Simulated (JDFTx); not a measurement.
System: TiB2(0001) (P6/mmm bulk; lattice of mp-1145, not re-optimised at this level), 1x1 cell of 8 atoms in 5 planes (B outermost, slab composition Ti2B6), area 7.93 Å² a face, 6.3 Å between the outermost planes in a cell 22.5 Å high; k mesh 8×8×1, Fermi width 0.01 Ha, no spin polarisation. Whether this polymorph is the ambient one wasn't checked. Neither spin polarisation nor a larger cell was tried.

Method: PBE, GBRV ultrasoft potentials, plane waves to 20/100 Ha, in JDFTx (a modified build). Liquid on both sides: CANDLE, water, 1 M KCl; nuclei fixed. U vs SHE = −μ/e − 4.44 V throughout (conventional absolute potential of the hydrogen electrode).

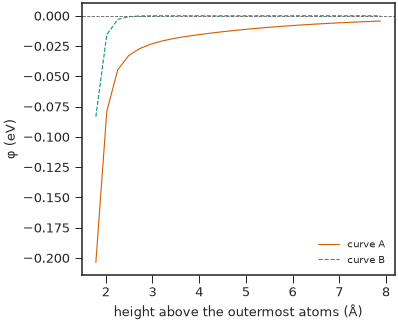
*Plane-averaged electrostatic potential energy of an electron for two states of the electrode*

**Question.** One curve is the neutral slab. Which, and what is the sign of the other's charge?

**Answer.** Curve B is neutral (potential of zero charge, 1.27 V). Curve A is positively charged, 5.3 μC/cm² at 1.75 V.
